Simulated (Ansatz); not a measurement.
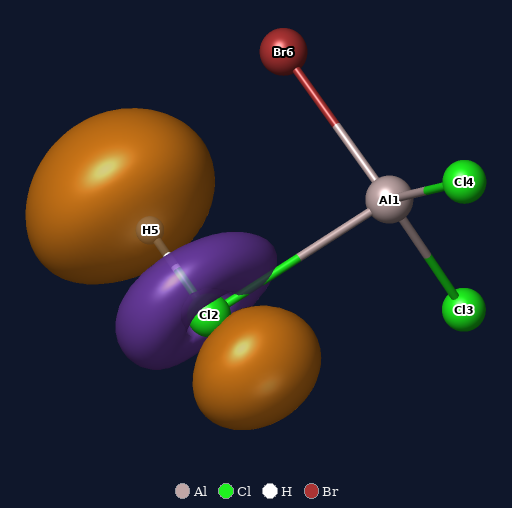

AlBrCl$_{3}$H. The LUMO at ±0.15 Å⁻³ᐟ² (orange and purple are the two phases), seen from one side.

Level of theory: RKS B3LYP-D4/def2-SVP in Ansatz.

Input file:

```
crystal:
  periodic: [false, false, false]
  atoms:
    - { symbol: Al, position_ang: [-0.981743, 0.511816, -0.049912] }
    - { symbol: Cl, position_ang: [2.334774, -0.568476, -0.542505] }
    - { symbol: Cl, position_ang: [-1.734522, 0.027712, -1.929984] }
    - { symbol: Cl, position_ang: [-0.590629, 2.477107, 0.515866] }
    - { symbol: H, position_ang: [1.76817, -1.248502, 0.428027] }
    - { symbol: Br, position_ang: [-0.796051, -1.199656, 1.578608] }
basis:
  gaussian: { orbitals: def2-SVP }
hamiltonian:
  xc: b3lyp
  dispersion: d4
relax:
  f_tol: 0.03
  max_steps: 50
output:
  orbitals: {}
```

Launched as:

```sh
ansatz run input.yaml --threads 2 --pin off --max-ram 3072MiB --backend cpu --events-out ev --progress --plain --runs-dir out
```

The fields are those of the run's last geometry, not of the input's.

### Where does this orbital lie, and at what energy?

By Hirshfeld shares it lies mainly on H5 (about 45 %), Cl2 (about 40 %) and Al1 (about 5 %). Its energy is −0.89 eV.
